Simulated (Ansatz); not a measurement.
# H₃S+ (triplet): trial inputs and their diagnosis at distance S1–H3 = 2.785 Å

3 inputs are run for H₃S+ (triplet) as typed; the log has to tell whether the result can be used and what must change.

Method: the settings change from run to run; program: Ansatz 0.2.0, Gaussian basis.

## Step 1: The system

The geometry derives from a PBE0/def2-TZVP stationary point (not a proven minimum). One bond is set to the value named and the two fragments are kept rigid.

4 atoms, charge 1, spin multiplicity 3.

Atoms are counted from 1 here; the program's logs count them from 0.

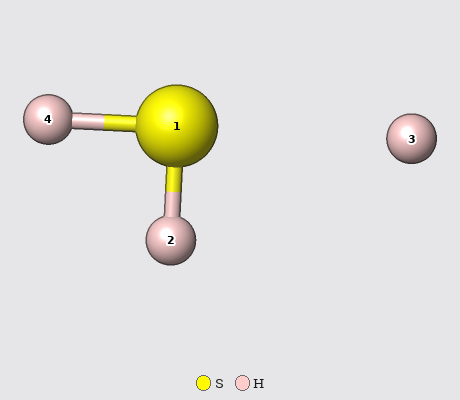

The geometry (sulfur yellow, hydrogen pink); atoms are numbered from 1 in the order of the file.

Coordinates:

```
atom    x (Å)     y (Å)     z (Å)
  S1  0.00000  -0.03915  -0.03633
  H2  0.00000   1.31833  -0.03633
  H3  0.00000  -0.03565   2.74866
  H4  0.00000  -0.03724  -1.55646
```

## Step 2: Try 1

Contents of in.yaml:

```yaml
crystal:
  periodic: [false, false, false]
  atoms:
    - {symbol: S, position_ang: [0.000000, -0.039150, -0.036334]}
    - {symbol: H, position_ang: [0.000000, 1.318330, -0.036334]}
    - {symbol: H, position_ang: [0.000000, -0.035648, 2.748664]}
    - {symbol: H, position_ang: [0.000000, -0.037239, -1.556461]}
basis:
  gaussian: {orbitals: 6-31G}
total_charge: 1
magnetization: {spin_polarized: false, initial_magnetization: 2}
correlation: {method: sc_nevpt2, electrons: all, active_space: {window: {electrons: 4, orbitals: 4}, places: [1, 2]}}
accuracy: high
```

The run is started by

```sh
ansatz run in.yaml --threads 1 --pin off --events-out ev --progress --plain --max-ram 2393MiB
```

The log of the run:

```text
Error: invalid value for `correlation.active_space`: name one of window, places and ras
```

It took 0.06 s on 1 thread of AMD EPYC, shared host.

Diagnosis: The run was refused. The active space is defined twice. Fix: keep one definition.

## Step 3: Try 2

Contents of in.yaml:

```yaml
crystal:
  periodic: [false, false, false]
  atoms:
    - {symbol: S, position_ang: [0.000000, -0.020718, -0.019228]}
    - {symbol: H, position_ang: [0.000000, 0.697660, -0.019228]}
    - {symbol: H, position_ang: [0.000000, -0.018865, 1.454593]}
    - {symbol: H, position_ang: [0.000000, -0.019707, -0.823679]}
basis:
  gaussian: {orbitals: cc-pVDZ}
total_charge: 1
magnetization: {spin_polarized: false, initial_magnetization: 2}
correlation: {method: ccsdt_q, electrons: valence}
scf: {omitted_lower_state_checks: [cluster_reference]}
```

Same command.

The log of the run (excerpt; [...] marks lines left out):

```text
Functional definition: HF
  name "HF"
  cite "Fock, Z. Phys. 61, 126 (1930) doi:10.1007/BF01340294"
  parent pbe
[...]
605 factors; integrals over basis functions are off by at most 2.5e-7 eV
[...]
mean field -10818.46694518 eV, -397.5713272151 hartree, gradient 5.0e-6 eV, S^2 2.000000; 0 other end points of the search recorded, 0 dependent functions left out
5 core orbitals not correlated: weight in the atoms' cores, before any rotation towards them, 1.000 or more for the frozen orbitals, at most 0.000 for the correlated occupied ones
reference -10818.46694518 eV, -397.5713272151 hartree; 5, 3 occupied and 23, 25 virtual orbitals, 605 factors
second order -3.34580533 eV of doubles, -0.13976058 eV of singles
cycle   1  -3.98283908 eV  change   -4.9e-1 eV  update   4.3e-2
[...]
cycle  12  -4.19679443 eV  change    5.9e-8 eV  update   1.7e-7
perturbative correction -0.00207033 eV, -0.0000760831 hartree
Total energy: -10822.66580994 eV, -397.7256326490 hartree
Checks for a lower state left out: cluster_reference
```

Run time: 15 s. Hardware: 1 thread of AMD EPYC, shared host.

Diagnosis: The run converged, which proves nothing about the input. The coordinates are scaled by the bohr-ångström factor. The shortest distance is 0.72 Å, against 1.36 Å in the geometry of step 1. Its energy belongs to another geometry. To mend it, restore the coordinates in ångström.

## Step 4: Try 3

Contents of in.yaml:

```yaml
crystal:
  periodic: [false, false, false]
  atoms:
    - {symbol: S, position_ang: [0.050000, 1.318330, -0.036334]}
    - {symbol: H, position_ang: [0.000000, 1.318330, -0.036334]}
    - {symbol: H, position_ang: [0.000000, -0.035648, 2.748664]}
    - {symbol: H, position_ang: [0.000000, -0.037239, -1.556461]}
basis:
  gaussian: {orbitals: cc-pVDZ}
total_charge: 1
magnetization: {spin_polarized: false, initial_magnetization: 2}
hamiltonian: {xc: {name: PBE0}}
correlation: {method: ccsdt_q_b, electrons: outside_noble_gas}
```

The command is unchanged.

The log of the run (excerpt; [...] marks lines left out):

```text
Functional definition: PBE0
  name "PBE0"
  cite "Adamo & Barone, J. Chem. Phys. 110, 6158 (1999) doi:10.1063/1.478522"
  cite "Perdew, Burke & Ernzerhof, Phys. Rev. Lett. 77, 3865 (1996) doi:10.1103/PhysRevLett.77.3865"
  parent pbe
[...]
526 factors; integrals over basis functions are off by at most 1.3e-7 eV
[...]
mean field -7502.87212321 eV, -275.7254648987 hartree, gradient 4.0e-6 eV, S^2 2.000000; 7 other end points of the search recorded, 0 dependent functions left out
[...]
5 core orbitals not correlated: weight in the atoms' cores, before any rotation towards them, 0.993 or more for the frozen orbitals, at most 0.003 for the correlated occupied ones
reference -7488.25418189 eV, -275.1882654635 hartree; 5, 3 occupied and 23, 25 virtual orbitals, 526 factors
second order -3.53109457 eV of doubles, -0.41469421 eV of singles
cycle   1  -4.25277097 eV  change   -3.2e-1 eV  update   8.6e-2
[...]
cycle  27  -4.67812544 eV  change    6.3e-7 eV  update   7.2e-7
perturbative correction -0.00735737 eV, -0.0002703784 hartree
Total energy: -7492.93966470 eV, -275.3604537810 hartree
```

Wall time 23 s (1 thread of AMD EPYC, shared host).

What is wrong: The run converged, which proves nothing about the input. One atom lies on top of another. The shortest distance is 0.05 Å, against 1.36 Å in the geometry of step 1. Its energy belongs to another geometry. To mend it, restore its position.

## Step 5: Summary

```
try                     level      ended                                                   cause    time
  1         NEVPT2(4,4)/6-31G    refused                       the active space is defined twice  0.06 s
  2  CCSDT(Q) on ROHF/cc-pVDZ  converged  the coordinates are scaled by the bohr-ångström factor    15 s
  3        CCSDT(Q)/B/cc-pVDZ  converged                         one atom lies on top of another    23 s
```

1 refused, 2 converged. The input that converges on a wrong geometry or spin is the dangerous one: no error points at it, so geometry and ⟨S²⟩ have to be checked.
